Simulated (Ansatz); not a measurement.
# BH2+ (triplet): from Hartree-Fock to the top rungs at angle H2–B1–H3 = 121.0°, aug-cc-pVTZ

How much of the correlation energy of BH2+ (triplet) does each wave-function method recover here?

Computed with Ansatz 0.2.0, Gaussian basis. Level: aug-cc-pVTZ, core rule «outside noble gas», up to 1 orbitals frozen.

The runs, in order: UHF; CCSD(T) on ROHF; CCSD(T) on UHF; BCCD(T) on ROHF; CCSDT(Q) on ROHF; CCSDT(Q) on UHF; CASSCF and NEVPT2, 4 electrons in 6 orbitals; Full CI.

12 further runs of the same task are left out: 2 for a known fault of the program, 7 that didn't finish, 3 set aside as unsound or not needed.

## (1) What is computed

The geometry derives from a PBE0/def2-TZVP stationary point (not a proven minimum). One angle is set to the value named; bond lengths are kept.

3 atoms, charge 1, spin multiplicity 3.

Atoms are counted from 1 here; the program's logs count them from 0.

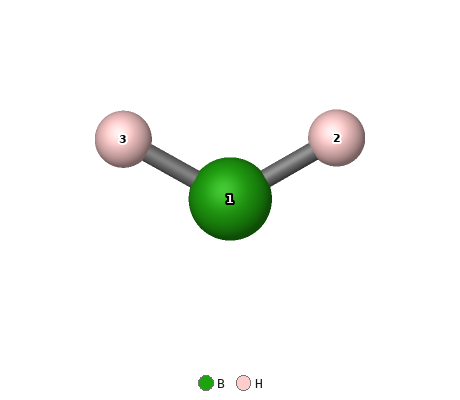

The structure; boron green, hydrogen pink; atoms are numbered from 1 in the order of the file.

In the tables R marks a restricted open-shell determinant and U an unrestricted one; 'valence' is the active space of 4 electrons in 6 orbitals; energies count from the table's Hartree-Fock row.

## (2) UHF

The input, in.yaml:

```yaml
crystal:
  periodic: [false, false, false]
  atoms:
    - {symbol: B, position_ang: [0.000000, 0.000000, -0.099901]}
    - {symbol: H, position_ang: [0.000000, 1.123526, 0.535760]}
    - {symbol: H, position_ang: [0.000000, -1.123526, 0.535760]}
basis:
  gaussian: {orbitals: aug-cc-pVTZ}
total_charge: 1
magnetization: {spin_polarized: true, initial_magnetization: 2}
hamiltonian: {xc: hf}
output: {orbitals: {seedname: orbitals}}
```

Started as:

```
> ansatz run in.yaml --threads 1 --pin off --events-out ev --progress --plain --max-ram 2393MiB
```

The log of the run:

```text
Functional definition: HF
  name "HF"
  cite "Fock, Z. Phys. 61, 126 (1930) doi:10.1007/BF01340294"
  parent pbe
  exchange = exact_x
  correlation = 0
404 factors; their error is unknown
mean field evaluation 1: about -688.0018 eV, gradient 7.3e0 eV
mean field evaluation 2: about -688.5682 eV, gradient 2.9e0 eV
mean field evaluation 4: about -688.7079 eV, gradient 2.1e-1 eV
mean field evaluation 8: about -688.7105 eV, gradient 1.7e-4 eV
mean field evaluation 16: about -688.2769 eV, gradient 2.1e0 eV
mean field evaluation 32: about -688.7079 eV, gradient 2.1e-1 eV
mean field -688.71052999 eV, -25.3096451524 hartree, gradient 1.4e-5 eV, S^2 2.028458; 0 other end points of the search recorded, 0 dependent functions left out
reference -688.71052999 eV, -25.3096451524 hartree; 4, 2 occupied and 88, 90 virtual orbitals, 404 factors
Total energy: -688.71052999 eV, -25.3096451524 hartree
```

It took 0.24 s on 1 thread of Arm Neoverse V2, shared host.

From the report: ⟨S²⟩ of the determinant 2.028 (pure triplet: 2.00).

## (3) CCSD(T) on ROHF

in.yaml, as its differences from that of step 2:

```diff
@@ -9,4 +9,3 @@
 total_charge: 1
-magnetization: {spin_polarized: true, initial_magnetization: 2}
-hamiltonian: {xc: hf}
-output: {orbitals: {seedname: orbitals}}
+magnetization: {spin_polarized: false, initial_magnetization: 2}
+correlation: {method: ccsd_t, electrons: outside_noble_gas}
```

Launched as before.

The log of the run (excerpt; [...] marks lines left out):

```text
Functional definition: HF
  name "HF"
  cite "Fock, Z. Phys. 61, 126 (1930) doi:10.1007/BF01340294"
  parent pbe
[...]
522 factors; integrals over basis functions are off by at most 8.2e-4 eV
[...]
mean field -688.47669235 eV, -25.3010517776 hartree, gradient 2.6e-6 eV, S^2 2.000000; 5 other end points of the search recorded, 0 dependent functions left out
[...]
determinant -688.47669235 eV, -25.3010517776 hartree, with singles and doubles -690.72290739 eV, -25.3835986578 hartree
determinant -686.76666473 eV, -25.2382094218 hartree, with singles and doubles -689.14185249 eV, -25.3254959618 hartree
1 core orbitals not correlated: weight in the atoms' cores, before any rotation towards them, 1.000 or more for the frozen orbitals, at most 0.000 for the correlated occupied ones
reference -688.47669235 eV, -25.3010517776 hartree; 3, 1 occupied and 88, 90 virtual orbitals, 522 factors
second order -1.59158865 eV of doubles, -0.12425518 eV of singles
cycle   1  -2.15342481 eV  change   -1.7e-1 eV  update   1.9e-2
[...]
cycle   9  -2.17069705 eV  change   -2.6e-7 eV  update   3.0e-6
perturbative correction -0.04916560 eV, -0.0018068023 hartree
Total energy: -690.69655499 eV, -25.3826302251 hartree
```

Run time: 2.1 s. Hardware: 1 thread of Arm Neoverse V2, shared host; peak memory 0.37 GiB.

From the report: correlation -2.2199 eV; T1 0.027; largest double amplitude 0.06.

## (4) CCSD(T) on UHF

in.yaml, as its differences from that of step 3:

```diff
@@ -9,3 +9,3 @@
 total_charge: 1
-magnetization: {spin_polarized: false, initial_magnetization: 2}
+magnetization: {spin_polarized: true, initial_magnetization: 2}
 correlation: {method: ccsd_t, electrons: outside_noble_gas}
```

Same command.

The log of the run (excerpt; [...] marks lines left out):

```text
Functional definition: HF
  name "HF"
  cite "Fock, Z. Phys. 61, 126 (1930) doi:10.1007/BF01340294"
  parent pbe
[...]
522 factors; integrals over basis functions are off by at most 8.2e-4 eV
[...]
mean field -688.71053994 eV, -25.3096455180 hartree, gradient 9.1e-7 eV, S^2 2.028458; 3 other end points of the search recorded, 0 dependent functions left out
determinant -688.71053994 eV, -25.3096455180 hartree, with singles and doubles -690.71165379 eV, -25.3831850957 hartree
determinant -686.88880593 eV, -25.2426980281 hartree, with singles and doubles -689.13477117 eV, -25.3252357282 hartree
1 core orbitals not correlated: weight in the atoms' cores, before any rotation towards them, 1.000 or more for the frozen orbitals, at most 0.000 for the correlated occupied ones
reference -688.71053994 eV, -25.3096455180 hartree; 3, 1 occupied and 88, 90 virtual orbitals, 522 factors
second order -1.44658247 eV of doubles, -0.00000000 eV of singles
cycle   1  -1.92817031 eV  change   -1.6e-1 eV  update   1.9e-2
[...]
cycle   9  -1.94320077 eV  change    1.3e-8 eV  update   2.1e-6
perturbative correction -0.04366038 eV, -0.0016044895 hartree
Total energy: -690.69740109 eV, -25.3826613184 hartree
```

Wall time 2.1 s (1 thread of Arm Neoverse V2, shared host); peak memory 0.37 GiB.

From the report: ⟨S²⟩ of the determinant 2.028 (pure triplet: 2.00); correlation -1.9869 eV; T1 0.020; largest double amplitude 0.06.

## (5) BCCD(T) on ROHF

in.yaml, as its differences from that of step 4:

```diff
@@ -9,3 +9,3 @@
 total_charge: 1
-magnetization: {spin_polarized: true, initial_magnetization: 2}
-correlation: {method: ccsd_t, electrons: outside_noble_gas}
+magnetization: {spin_polarized: false, initial_magnetization: 2}
+correlation: {method: bccd_t, electrons: outside_noble_gas}
```

Same command.

The log of the run (excerpt; [...] marks lines left out):

```text
Functional definition: HF
  name "HF"
  cite "Fock, Z. Phys. 61, 126 (1930) doi:10.1007/BF01340294"
  parent pbe
[...]
522 factors; integrals over basis functions are off by at most 8.2e-4 eV
[...]
mean field -688.47669235 eV, -25.3010517776 hartree, gradient 2.6e-6 eV, S^2 2.000000; 5 other end points of the search recorded, 0 dependent functions left out
[...]
determinant -688.47669235 eV, -25.3010517776 hartree, with singles and doubles -690.72290739 eV, -25.3835986578 hartree
determinant -686.76666473 eV, -25.2382094218 hartree, with singles and doubles -689.14185249 eV, -25.3254959618 hartree
1 core orbitals not correlated: weight in the atoms' cores, before any rotation towards them, 1.000 or more for the frozen orbitals, at most 0.000 for the correlated occupied ones
reference -688.47669235 eV, -25.3010517776 hartree; 3, 1 occupied and 88, 90 virtual orbitals, 522 factors
second order -1.59158865 eV of doubles, -0.12425518 eV of singles
cycle   1  -2.16143520 eV  change   -1.7e-1 eV  update   1.9e-2
[...]
cycle   9  -2.17322448 eV  change   -2.0e-6 eV  update   3.5e-6
perturbative correction -0.04667200 eV, -0.0017151645 hartree
Total energy: -690.69658883 eV, -25.3826314686 hartree
```

Wall time 3.2 s (1 thread of Arm Neoverse V2, shared host); peak memory 0.48 GiB.

From the report: correlation -2.2199 eV; largest double amplitude 0.06.

## (6) CCSDT(Q) on ROHF

in.yaml, as its differences from that of step 5:

```diff
@@ -10,2 +10,2 @@
 magnetization: {spin_polarized: false, initial_magnetization: 2}
-correlation: {method: bccd_t, electrons: outside_noble_gas}
+correlation: {method: ccsdt_q, electrons: outside_noble_gas}
```

Launched as before.

The log of the run (excerpt; [...] marks lines left out):

```text
Functional definition: HF
  name "HF"
  cite "Fock, Z. Phys. 61, 126 (1930) doi:10.1007/BF01340294"
  parent pbe
[...]
1045 factors; integrals over basis functions are off by at most 2.1e-7 eV
[...]
mean field -688.47669287 eV, -25.3010517968 hartree, gradient 6.3e-6 eV, S^2 2.000000; 5 other end points of the search recorded, 0 dependent functions left out
[...]
determinant -688.47669287 eV, -25.3010517968 hartree, with singles and doubles -690.72291382 eV, -25.3835988940 hartree
determinant -686.76666532 eV, -25.2382094434 hartree, with singles and doubles -689.14185837 eV, -25.3254961779 hartree
1 core orbitals not correlated: weight in the atoms' cores, before any rotation towards them, 1.000 or more for the frozen orbitals, at most 0.000 for the correlated occupied ones
reference -688.47669287 eV, -25.3010517968 hartree; 3, 1 occupied and 88, 90 virtual orbitals, 1045 factors
second order -1.59159556 eV of doubles, -0.12425528 eV of singles
cycle   1  -2.01077133 eV  change   -2.9e-1 eV  update   4.9e-2
[...]
cycle  13  -2.23262116 eV  change    4.0e-7 eV  update   2.9e-7
perturbative correction -0.00059714 eV, -0.0000219445 hartree
Total energy: -690.70991117 eV, -25.3831210555 hartree
```

Run time: 61 s. Hardware: 1 thread of Arm Neoverse V2, shared host; peak memory 1.2 GiB.

From the report: correlation -2.2332 eV; T1 0.028; largest double amplitude 0.06.

## (7) CCSDT(Q) on UHF

in.yaml, as its differences from that of step 6:

```diff
@@ -9,3 +9,3 @@
 total_charge: 1
-magnetization: {spin_polarized: false, initial_magnetization: 2}
+magnetization: {spin_polarized: true, initial_magnetization: 2}
 correlation: {method: ccsdt_q, electrons: outside_noble_gas}
```

Launched as before.

The log of the run (excerpt; [...] marks lines left out):

```text
Functional definition: HF
  name "HF"
  cite "Fock, Z. Phys. 61, 126 (1930) doi:10.1007/BF01340294"
  parent pbe
[...]
1045 factors; integrals over basis functions are off by at most 2.1e-7 eV
[...]
mean field -688.71054064 eV, -25.3096455437 hartree, gradient 2.1e-6 eV, S^2 2.028458; 3 other end points of the search recorded, 0 dependent functions left out
determinant -688.71054064 eV, -25.3096455437 hartree, with singles and doubles -690.71166023 eV, -25.3831853321 hartree
determinant -686.88880663 eV, -25.2426980538 hartree, with singles and doubles -689.13477789 eV, -25.3252359752 hartree
1 core orbitals not correlated: weight in the atoms' cores, before any rotation towards them, 1.000 or more for the frozen orbitals, at most 0.000 for the correlated occupied ones
reference -688.71054064 eV, -25.3096455437 hartree; 3, 1 occupied and 88, 90 virtual orbitals, 1045 factors
second order -1.44658882 eV of doubles, -0.00000000 eV of singles
cycle   1  -1.73929384 eV  change   -2.9e-1 eV  update   5.2e-2
[...]
cycle  14  -1.99935352 eV  change    8.5e-9 eV  update   9.4e-8
perturbative correction -0.00053737 eV, -0.0000197481 hartree
Total energy: -690.71043153 eV, -25.3831401783 hartree
```

Wall time 63 s (1 thread of Arm Neoverse V2, shared host); peak memory 1.2 GiB.

From the report: ⟨S²⟩ of the determinant 2.028 (pure triplet: 2.00); correlation -1.9999 eV; T1 0.021; largest double amplitude 0.07.

## (8) CASSCF and NEVPT2, 4 electrons in 6 orbitals

in.yaml, as its differences from that of step 7:

```diff
@@ -9,3 +9,3 @@
 total_charge: 1
-magnetization: {spin_polarized: true, initial_magnetization: 2}
-correlation: {method: ccsdt_q, electrons: outside_noble_gas}
+magnetization: {spin_polarized: false, initial_magnetization: 2}
+correlation: {method: sc_nevpt2, electrons: outside_noble_gas, active_space: {window: {electrons: 4, orbitals: 6}, shells: [{species: B, l: s, shell: 2}, {species: B, l: p, shell: 2}, {species: H, l: s, shell: 1}]}}
```

The command is unchanged.

The log of the run:

```text
Functional definition: HF
  name "HF"
  cite "Fock, Z. Phys. 61, 126 (1930) doi:10.1007/BF01340294"
  parent pbe
  exchange = exact_x
  correlation = 0
1045 factors; integrals over basis functions are off by at most 2.1e-7 eV
mean field evaluation 1: about -687.9234 eV, gradient 7.4e0 eV
mean field evaluation 2: about -687.9237 eV, gradient 7.4e0 eV
mean field evaluation 4: about -688.4676 eV, gradient 6.6e-1 eV
mean field evaluation 8: about -688.4767 eV, gradient 1.5e-3 eV
mean field evaluation 16: about -688.4740 eV, gradient 8.3e-2 eV
mean field evaluation 32: about -687.6133 eV, gradient 3.7e0 eV
mean field -688.47669287 eV, -25.3010517968 hartree, gradient 6.3e-6 eV, S^2 2.000000; 4 other end points of the search recorded, 0 dependent functions left out
reference -688.47669287 eV, -25.3010517968 hartree; 4, 2 occupied and 88, 90 virtual orbitals, 1045 factors
state -689.66877562 eV, -25.3448600297 hartree
state -689.66877562 eV, -25.3448600297 hartree; corrected -690.47356298 eV, -25.3744354197 hartree
Total energy: -690.47356298 eV, -25.3744354197 hartree
Checks for a lower state left out: starts, orbital_swaps
```

Wall time 1.6 s (1 thread of Arm Neoverse V2, shared host).

From the report: 60 determinants; active occupations 1.94, 1.01, 0.98, 0.03, 0.02, 0.02.

## (9) Full CI

The input, in.yaml:

```yaml
crystal:
  periodic: [false, false, false]
  atoms:
    - {symbol: B, position_ang: [0.000000, 0.000000, -0.099901]}
    - {symbol: H, position_ang: [0.000000, 1.123526, 0.535760]}
    - {symbol: H, position_ang: [0.000000, -1.123526, 0.535760]}
basis:
  gaussian: {orbitals: aug-cc-pVTZ}
total_charge: 1
magnetization: {spin_polarized: false, initial_magnetization: 2}
correlation: {method: fci, electrons: outside_noble_gas}
```

The command is unchanged.

The log of the run:

```text
Functional definition: HF
  name "HF"
  cite "Fock, Z. Phys. 61, 126 (1930) doi:10.1007/BF01340294"
  parent pbe
  exchange = exact_x
  correlation = 0
1045 factors; integrals over basis functions are off by at most 2.1e-7 eV
mean field evaluation 1: about -687.9234 eV, gradient 7.4e0 eV
mean field evaluation 2: about -687.9237 eV, gradient 7.4e0 eV
mean field evaluation 4: about -688.4676 eV, gradient 6.6e-1 eV
mean field evaluation 8: about -688.4767 eV, gradient 1.5e-3 eV
mean field evaluation 16: about -688.4740 eV, gradient 8.3e-2 eV
mean field evaluation 32: about -687.6133 eV, gradient 3.7e0 eV
mean field -688.47669287 eV, -25.3010517968 hartree, gradient 6.3e-6 eV, S^2 2.000000; 4 other end points of the search recorded, 0 dependent functions left out
1 core orbitals not correlated: weight in the atoms' cores, before any rotation towards them, 1.000 or more for the frozen orbitals, at most 0.000 for the correlated occupied ones
reference -688.47669287 eV, -25.3010517968 hartree; 3, 1 occupied and 88, 90 virtual orbitals, 1045 factors
state -690.70987316 eV, -25.3831196585 hartree
Total energy: -690.70987316 eV, -25.3831196585 hartree
```

Run time: 52 s. Hardware: 1 thread of Arm Neoverse V2, shared host; peak memory 0.77 GiB.

From the report: 4,238,676 determinants, symmetry B2.

## (10) Natural occupations

Natural occupations of the FCI state about the gap (report; correlated orbitals 1 to 10): 1.930, 1.002, 0.979, 0.023, 0.020, 0.019, 0.006, 0.004, 0.004, 0.003. The count of effectively unpaired electrons, Σ n²(2 − n)², is 2.02; a single determinant of this spin has 2.

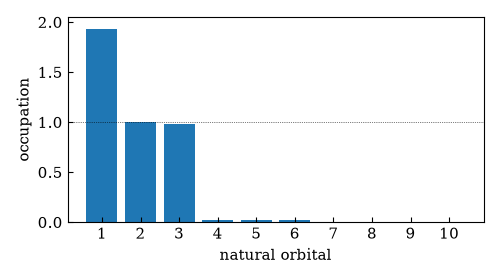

Natural occupations of the FCI state.

## (11) The ladder

The yardstick is full CI for this spin, exact in this basis with these frozen cores. Rows without a time come out of other runs: HF, MP2 and CCSD of CCSD(T), CCSDT of CCSDT(Q), CASSCF and MRCISD of the multireference runs.

Differences are taken before rounding.

```
        method  energy from the lowest RHF (kcal/mol)  from FCI (kcal/mol)   time
           RHF                                   0.00               +51.50       
           UHF                                  -5.39               +46.11       
          RMP2                                 -39.57               +11.93       
          UMP2                                 -38.75               +12.75       
         RCCSD                                 -50.06                +1.44       
         UCCSD                                 -50.20                +1.29       
      RCCSD(T)                                 -51.19                +0.31  2.1 s
      UCCSD(T)                                 -51.21                +0.29  2.1 s
       BCCD(T)                                 -51.19                +0.31  3.2 s
        RCCSDT                                 -51.49                +0.01       
        UCCSDT                                 -51.50                 0.00       
     RCCSDT(Q)                                 -51.50                 0.00   61 s
     UCCSDT(Q)                                 -51.51                -0.01   63 s
CASSCF valence                                 -27.49               +24.01       
NEVPT2 valence                                 -46.05                +5.45  1.6 s
           FCI                                 -51.50                    0   52 s
```

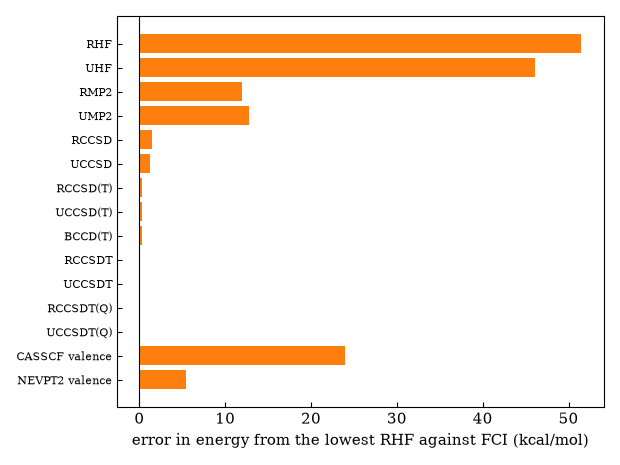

How far each level lands from FCI.

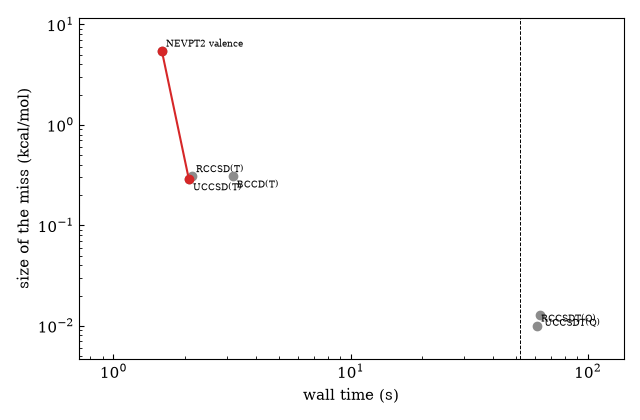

Miss against cost. Red marks the levels that no quicker level drawn beats (of those quicker than the yardstick), and the dashed line is the time of FCI. Misses under 0.01 kcal/mol are drawn at that value. Times are from a shared host.

## (12) What came out

| quantity | value |
| --- | --- |
| FCI below the RHF energy | -2.2332 eV |
| RMP2 from FCI | +11.93 kcal/mol |
| UMP2 from FCI | +12.75 kcal/mol |
| RCCSD from FCI | +1.44 kcal/mol |
| RCCSD(T) from FCI | +0.31 kcal/mol |
| UCCSD(T) from FCI | +0.29 kcal/mol |
| RCCSDT(Q) from FCI | 0.00 kcal/mol |
| UCCSDT(Q) from FCI | -0.01 kcal/mol |
| NEVPT2 valence from FCI | +5.45 kcal/mol |
| levels within 1 kcal/mol (43 meV) | RCCSD(T), UCCSD(T), BCCD(T), RCCSDT, UCCSDT, RCCSDT(Q), UCCSDT(Q) |
| T1 diagnostic | 0.027 |
| effectively unpaired electrons | 2.02 |

In words: RCCSD(T) lands +0.31 kcal/mol from the yardstick (0.6 % of the correlation energy). One determinant dominates. These misses are within one basis, not against nature; the frozen cores of restricted and unrestricted runs differ, which can shift their rows.

UCCSD(T) reaches 0.29 kcal/mol from the reference in 2.1 s, where FCI took 52 s; the quickest level in the cost chart, NEVPT2 valence, takes 1.6 s and misses by 5.45 kcal/mol.
